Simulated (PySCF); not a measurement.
# GaH2F: electronic excitations at several levels of theory, part 1 of 2

How much do the electronic excitations of GaH2F (`[F][GaH2]`) depend on the level of theory, and what does each level cost?

The runs use PySCF 2.14.0, with density-fitted response routines of our own; the level of theory stands in each step. All values are computed, except where a source is named. Atoms count from 0, in the outputs and in this text.

## 1. The molecule as given

4 atoms, charge 0, multiplicity 1; geometry from: PBE0-D3(BJ)/def2-SVP.

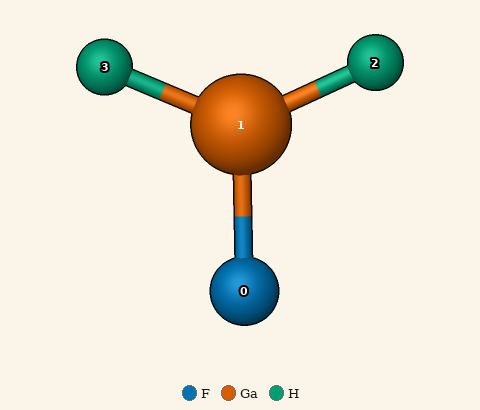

The starting geometry (fluorine blue, gallium orange, hydrogen teal), atoms numbered.

## 2. Ultraviolet spectrum: PBE/def2-SVPD

Job settings and geometry (Å):

```
{"job": {"kind": "uv", "xc": "PBE", "basis": "def2-SVPD", "ip": true}, "charge": 0, "multiplicity": 1}
F     -1.096682    -1.182701     0.006742
Ga     0.106649     0.099810    -0.001061
H      1.577750    -0.418169    -0.003710
H     -0.499823     1.536892    -0.003547
```

With the program's defaults for keys left out, this is: TDDFT PBE/def2-SVPD, vertical, gas phase, core orbitals frozen in the response.

Run with:

```sh
OMP_NUM_THREADS=1 python probes_run.py task.json out
```

The driver reads the jobs from task.json and runs them one after another.

Output:

```text
coarse grid: 17664 points
cycle   1  E = -2025.0957521902  dE = -4.738e-01  |g| = 9.025e-01  |ddm| = 2.110e+00
cycle   2  E = -2023.7972564914  dE =  1.298e+00  |g| = 2.803e+00  |ddm| = 2.603e+00
cycle   3  E = -2025.1763203255  dE = -1.379e+00  |g| = 4.944e-01  |ddm| = 2.016e+00
cycle   4  E = -2025.2107843650  dE = -3.446e-02  |g| = 1.206e-01  |ddm| = 4.513e-01
cycle   5  E = -2025.2125527329  dE = -1.768e-03  |g| = 2.889e-02  |ddm| = 6.466e-02
cycle   6  E = -2025.2127556164  dE = -2.029e-04  |g| = 4.846e-03  |ddm| = 2.757e-02
cycle   7  E = -2025.2127601534  dE = -4.537e-06  |g| = 7.464e-04  |ddm| = 4.722e-03
final grid: 35640 points
cycle   8  E = -2025.2127980739  dE =  3.504e-07  |g| = 1.688e-03  |ddm| = 2.356e-03
cycle   9  E = -2025.2127955014  dE =  2.572e-06  |g| = 4.182e-03  |ddm| = 3.823e-03
cycle  10  E = -2025.2127985897  dE = -3.088e-06  |g| = 2.599e-04  |ddm| = 2.594e-03
cycle  11  E = -2025.2127985992  dE = -9.485e-09  |g| = 3.388e-05  |ddm| = 2.732e-04
cycle  12  E = -2025.2127985995  dE = -3.088e-10  |g| = 2.193e-06  |ddm| = 5.198e-05
converged SCF energy = -2025.2127985995

Static polarisability (au): isotropic 30.816, principal 24.909 32.004 35.533

Singlet excitations
state   eV       nm        f      main configurations
  1   5.2383    236.7   0.00000   H->L 1.00
  2   6.7838    182.8   0.00000   H-2->L 0.86, H-3->L 0.14
  3   6.9157    179.3   0.03245   H-3->L 0.84, H-2->L 0.14
  4   6.9716    177.8   0.01378   H-1->L 0.94
  5   7.1325    173.8   0.03127   H->L+1 0.75, H->L+2 0.21
  6   7.6638    161.8   0.17208   H->L+2 0.58, H->L+3 0.29, H->L+1 0.08
  7   8.1094    152.9   0.02355   H->L+3 0.59, H-2->L+1 0.17, H->L+2 0.11
  8   8.2345    150.6   0.01804   H-1->L+1 0.98
  9   8.6708    143.0   0.04717   H-2->L+1 0.62, H-3->L+1 0.10, H-2->L+2 0.09
 10   8.8433    140.2   0.01280   H-1->L+2 0.99

Triplet excitations (Tamm-Dancoff, eV): 4.8590 6.1555 6.2358 6.3940
Vertical ionisation energy (delta-SCF) = 11.2176 eV
Vertical electron affinity (delta-SCF) = -0.1064 eV
```

Wall time 14 s (1 thread of Arm Neoverse N1, shared host); peak memory 0.3 GiB.

Frontier orbitals and where they lie:

```tsv
orbital	eV	atoms
HOMO−3	-9.21	F0 55 %, Ga1 24 %, H3 16 %
HOMO−2	-9.21	F0 67 %, Ga1 17 %, H2 14 %
HOMO−1	-9.01	F0 93 %, Ga1 7 %
HOMO	-7.62	Ga1 30 %, F0 28 %, H2 21 %
LUMO	-2.51	Ga1 67 %, F0 12 %, H3 11 %
LUMO+1	-0.92	Ga1 47 %, H3 20 %, H2 20 %
LUMO+2	-0.19	Ga1 61 %, H3 17 %, H2 17 %
```

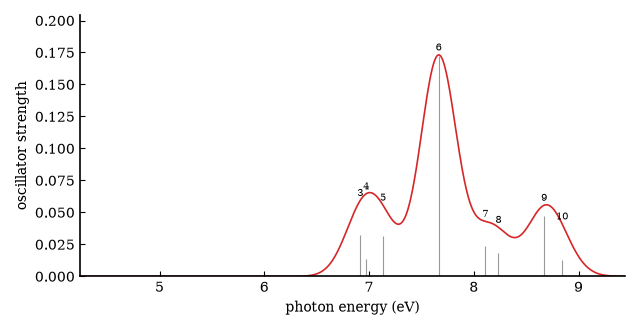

Absorption spectrum from the 10 singlet states computed; above the last one it falls off for lack of states. Lines are broadened to a width of 0.40 eV (Gaussian).

Ground-state properties from the same run:

```tsv
property	computed
dipole moment (D)	2.23
polarisability (Å³)	4.57
HOMO–LUMO gap (eV)	5.11
−ε(HOMO) (eV)	7.62
```

## 3. Excited states and response: B3LYP/def2-SVPD

Job settings and geometry (Å):

```
{"job": {"kind": "uv", "xc": "B3LYP", "basis": "def2-SVPD", "ip": true}, "charge": 0, "multiplicity": 1}
F     -1.096682    -1.182701     0.006742
Ga     0.106649     0.099810    -0.001061
H      1.577750    -0.418169    -0.003710
H     -0.499823     1.536892    -0.003547
```

With the program's defaults for keys left out, this is: TDDFT B3LYP/def2-SVPD, vertical, gas phase, core orbitals frozen in the response.

Output:

```text
coarse grid: 17664 points
cycle   1  E = -2025.5629546021  dE = -5.394e-01  |g| = 7.856e-01  |ddm| = 2.030e+00
cycle   2  E = -2025.1494196456  dE =  4.135e-01  |g| = 1.758e+00  |ddm| = 1.712e+00
cycle   3  E = -2025.6519386521  dE = -5.025e-01  |g| = 2.183e-01  |ddm| = 1.205e+00
cycle   4  E = -2025.6582258933  dE = -6.287e-03  |g| = 5.425e-02  |ddm| = 1.879e-01
cycle   5  E = -2025.6585635181  dE = -3.376e-04  |g| = 6.974e-03  |ddm| = 2.583e-02
cycle   6  E = -2025.6585750130  dE = -1.149e-05  |g| = 7.551e-04  |ddm| = 7.238e-03
cycle   7  E = -2025.6585751710  dE = -1.580e-07  |g| = 1.085e-04  |ddm| = 1.405e-03
final grid: 35640 points
cycle   8  E = -2025.6586174894  dE = -3.102e-08  |g| = 1.681e-04  |ddm| = 6.465e-04
cycle   9  E = -2025.6586174810  dE =  8.407e-09  |g| = 2.901e-04  |ddm| = 2.963e-04
cycle  10  E = -2025.6586174936  dE = -1.257e-08  |g| = 2.176e-05  |ddm| = 1.842e-04
cycle  11  E = -2025.6586174936  dE = -6.321e-11  |g| = 8.511e-06  |ddm| = 2.219e-05
converged SCF energy = -2025.6586174936

Static polarisability (au): isotropic 29.493, principal 23.981 30.210 34.287

Singlet excitations
state   eV       nm        f      main configurations
  1   5.5999    221.4   0.00000   H->L 1.00
  2   7.4450    166.5   0.04738   H-1->L 0.98
  3   7.5165    164.9   0.00000   H-3->L 1.00
  4   7.5748    163.7   0.02998   H->L+1 0.73, H->L+2 0.16, H->L+3 0.09
  5   7.7215    160.6   0.00828   H-2->L 0.94
  6   8.2054    151.1   0.24932   H->L+2 0.78, H->L+3 0.14
  7   8.7934    141.0   0.17288   H->L+3 0.68, H-3->L+1 0.13, H->L+1 0.11
  8   8.9392    138.7   0.01981   H-2->L+1 0.96
  9   9.2668    133.8   0.04600   H-3->L+1 0.82
 10   9.4771    130.8   0.16910   H-1->L+1 0.79, H->L+5 0.13

Triplet excitations (Tamm-Dancoff, eV): 5.1807 6.4507 6.8534 7.0223
Vertical ionisation energy (delta-SCF) = 11.6048 eV
Vertical electron affinity (delta-SCF) = -0.1082 eV
```

Run time: 12 s. Hardware: 1 thread of Arm Neoverse N1, shared host; peak memory 0.34 GiB.

Key values: HOMO -8.83 eV, LUMO -2.01 eV; lowest singlet 5.60 eV.

## 4. Excited states and response: PBE0/def2-SVPD

Job settings and geometry (Å):

```
{"job": {"kind": "uv", "xc": "PBE0", "basis": "def2-SVPD", "ip": true}, "charge": 0, "multiplicity": 1}
F     -1.096682    -1.182701     0.006742
Ga     0.106649     0.099810    -0.001061
H      1.577750    -0.418169    -0.003710
H     -0.499823     1.536892    -0.003547
```

Method: TDDFT PBE0/def2-SVPD, vertical, gas phase, core orbitals frozen in the response.

Output:

```text
coarse grid: 17664 points
cycle   1  E = -2025.1689032618  dE = -5.671e-01  |g| = 7.250e-01  |ddm| = 2.048e+00
cycle   2  E = -2024.9089329458  dE =  2.600e-01  |g| = 1.451e+00  |ddm| = 1.458e+00
cycle   3  E = -2025.2497880060  dE = -3.409e-01  |g| = 1.519e-01  |ddm| = 9.784e-01
cycle   4  E = -2025.2527751718  dE = -2.987e-03  |g| = 4.099e-02  |ddm| = 1.326e-01
cycle   5  E = -2025.2529681130  dE = -1.929e-04  |g| = 3.801e-03  |ddm| = 1.947e-02
cycle   6  E = -2025.2529716081  dE = -3.495e-06  |g| = 3.904e-04  |ddm| = 4.391e-03
final grid: 35640 points
cycle   7  E = -2025.2529982258  dE = -6.351e-08  |g| = 3.992e-04  |ddm| = 1.387e-03
cycle   8  E = -2025.2529981962  dE =  2.959e-08  |g| = 6.129e-04  |ddm| = 8.021e-04
cycle   9  E = -2025.2529982529  dE = -5.671e-08  |g| = 5.388e-05  |ddm| = 4.070e-04
cycle  10  E = -2025.2529982534  dE = -5.157e-10  |g| = 2.110e-05  |ddm| = 6.584e-05
converged SCF energy = -2025.2529982534

Static polarisability (au): isotropic 29.067, principal 23.967 29.742 33.493

Singlet excitations
state   eV       nm        f      main configurations
  1   5.7440    215.8   0.00000   H->L 1.00
  2   7.6487    162.1   0.05711   H-1->L 0.98
  3   7.7434    160.1   0.02102   H->L+1 0.76, H->L+2 0.11, H->L+3 0.11
  4   7.7969    159.0   0.00000   H-3->L 0.99
  5   7.9899    155.2   0.00658   H-2->L 0.94
  6   8.4003    147.6   0.26674   H->L+2 0.85, H->L+3 0.09
  7   8.9981    137.8   0.23577   H->L+3 0.74, H->L+1 0.13
  8   9.2035    134.7   0.02199   H-2->L+1 0.95
  9   9.5133    130.3   0.01754   H-3->L+1 0.88
 10   9.7274    127.5   0.18114   H-1->L+1 0.78, H->L+5 0.14

Triplet excitations (Tamm-Dancoff, eV): 5.2580 6.6094 6.9372 7.2788
Vertical ionisation energy (delta-SCF) = 11.5873 eV
Vertical electron affinity (delta-SCF) = -0.1042 eV
```

Run time: 12 s. Hardware: 1 thread of Arm Neoverse N1, shared host; peak memory 0.34 GiB.

This run: HOMO -9.02 eV, LUMO -1.69 eV; lowest singlet 5.74 eV.

## 5. TDDFT and polarisability: BHandHLYP/def2-SVPD

Job settings and geometry (Å):

```
{"job": {"kind": "uv", "xc": "BHandHLYP", "basis": "def2-SVPD", "ip": true}, "charge": 0, "multiplicity": 1}
F     -1.096682    -1.182701     0.006742
Ga     0.106649     0.099810    -0.001061
H      1.577750    -0.418169    -0.003710
H     -0.499823     1.536892    -0.003547
```

With the program's defaults for keys left out, this is: TDDFT BHandHLYP/def2-SVPD, vertical, gas phase, core orbitals frozen in the response.

Output:

```text
coarse grid: 17664 points
cycle   1  E = -2025.4664573860  dE = -6.371e-01  |g| = 6.490e-01  |ddm| = 1.977e+00
cycle   2  E = -2025.4036095923  dE =  6.285e-02  |g| = 9.346e-01  |ddm| = 1.005e+00
cycle   3  E = -2025.5401181509  dE = -1.365e-01  |g| = 5.181e-02  |ddm| = 5.791e-01
cycle   4  E = -2025.5404373756  dE = -3.192e-04  |g| = 2.859e-02  |ddm| = 7.100e-02
cycle   5  E = -2025.5405337254  dE = -9.635e-05  |g| = 1.926e-03  |ddm| = 1.525e-02
cycle   6  E = -2025.5405348863  dE = -1.161e-06  |g| = 3.189e-04  |ddm| = 3.122e-03
final grid: 35640 points
cycle   7  E = -2025.5405667012  dE = -5.908e-08  |g| = 2.670e-04  |ddm| = 8.119e-04
cycle   8  E = -2025.5405666990  dE =  2.166e-09  |g| = 3.308e-04  |ddm| = 3.202e-04
cycle   9  E = -2025.5405667160  dE = -1.698e-08  |g| = 1.717e-05  |ddm| = 1.913e-04
cycle  10  E = -2025.5405667162  dE = -2.242e-10  |g| = 5.720e-06  |ddm| = 3.986e-05
converged SCF energy = -2025.5405667162

Static polarisability (au): isotropic 27.797, principal 23.110 28.062 32.220

Singlet excitations
state   eV       nm        f      main configurations
  1   6.0818    203.9   0.00000   H->L 0.99
  2   8.1704    151.7   0.01551   H->L+1 0.62, H->L+2 0.19, H->L+3 0.16
  3   8.2737    149.9   0.08997   H-1->L 0.97
  4   8.7895    141.1   0.00000   H-3->L 0.97
  5   8.8458    140.2   0.34784   H->L+2 0.79, H->L+1 0.14
  6   8.9680    138.3   0.00064   H-2->L 0.90
  7   9.4262    131.5   0.34396   H->L+3 0.76, H->L+1 0.21
  8   9.9896    124.1   0.01404   H-2->L+1 0.71, H-2->L+2 0.19
  9  10.2683    120.7   0.00235   H-3->L+1 0.71, H-3->L+2 0.20
 10  10.3537    119.7   0.26986   H-1->L+1 0.60, H-1->L+2 0.20

Triplet excitations (Tamm-Dancoff, eV): 5.5596 6.8671 7.4230 7.8466
Vertical ionisation energy (delta-SCF) = 11.8317 eV
```

Run time: 8.5 s. Hardware: 1 thread of Arm Neoverse N1, shared host; peak memory 0.34 GiB.

This run: HOMO -10.33 eV, LUMO -0.99 eV; lowest singlet 6.08 eV.

## 6. TDDFT and polarisability: CAM-B3LYP/def2-SVPD

Job settings and geometry (Å):

```
{"job": {"kind": "uv", "xc": "CAM-B3LYP", "basis": "def2-SVPD", "ip": true}, "charge": 0, "multiplicity": 1}
F     -1.096682    -1.182701     0.006742
Ga     0.106649     0.099810    -0.001061
H      1.577750    -0.418169    -0.003710
H     -0.499823     1.536892    -0.003547
```

With the program's defaults for keys left out, this is: TDDFT CAM-B3LYP/def2-SVPD, vertical, gas phase, core orbitals frozen in the response.

Output:

```text
coarse grid: 17664 points
cycle   1  E = -2025.6110100143  dE = -6.098e-01  |g| = 7.452e-01  |ddm| = 1.956e+00
cycle   2  E = -2025.4845559340  dE =  1.265e-01  |g| = 1.203e+00  |ddm| = 1.250e+00
cycle   3  E = -2025.7000229866  dE = -2.155e-01  |g| = 9.598e-02  |ddm| = 7.508e-01
cycle   4  E = -2025.7010960506  dE = -1.073e-03  |g| = 3.433e-02  |ddm| = 9.177e-02
cycle   5  E = -2025.7012512587  dE = -1.552e-04  |g| = 2.497e-03  |ddm| = 2.171e-02
cycle   6  E = -2025.7012534900  dE = -2.231e-06  |g| = 4.203e-04  |ddm| = 4.645e-03
final grid: 35640 points
cycle   7  E = -2025.7012671529  dE = -1.078e-07  |g| = 3.704e-04  |ddm| = 1.310e-03
cycle   8  E = -2025.7012671383  dE =  1.456e-08  |g| = 5.166e-04  |ddm| = 4.706e-04
cycle   9  E = -2025.7012671796  dE = -4.131e-08  |g| = 2.277e-05  |ddm| = 2.859e-04
cycle  10  E = -2025.7012671799  dE = -3.051e-10  |g| = 9.118e-06  |ddm| = 5.403e-05
converged SCF energy = -2025.7012671799

Static polarisability (au): isotropic 29.050, principal 23.849 29.670 33.630

Singlet excitations
state   eV       nm        f      main configurations
  1   5.7426    215.9   0.00000   H->L 0.99
  2   7.7900    159.2   0.06409   H-1->L 0.98
  3   7.7976    159.0   0.02170   H->L+1 0.76, H->L+3 0.16
  4   8.0238    154.5   0.00000   H-3->L 0.98
  5   8.2470    150.3   0.00471   H-2->L 0.92
  6   8.5241    145.5   0.29905   H->L+2 0.92
  7   9.1113    136.1   0.28776   H->L+3 0.76, H->L+1 0.16
  8   9.3790    132.2   0.02392   H-2->L+1 0.90
  9   9.6879    128.0   0.00314   H-3->L+1 0.84
 10   9.8929    125.3   0.26054   H-1->L+1 0.78

Triplet excitations (Tamm-Dancoff, eV): 5.2744 6.6621 7.0941 7.5263
Vertical ionisation energy (delta-SCF) = 11.7901 eV
Vertical electron affinity (delta-SCF) = -0.1300 eV
```

Wall time 14 s (1 thread of Arm Neoverse N1, shared host); peak memory 0.35 GiB.

In short: HOMO -10.44 eV, LUMO -0.83 eV; lowest singlet 5.74 eV.

(Continued in part 2 of 2.)
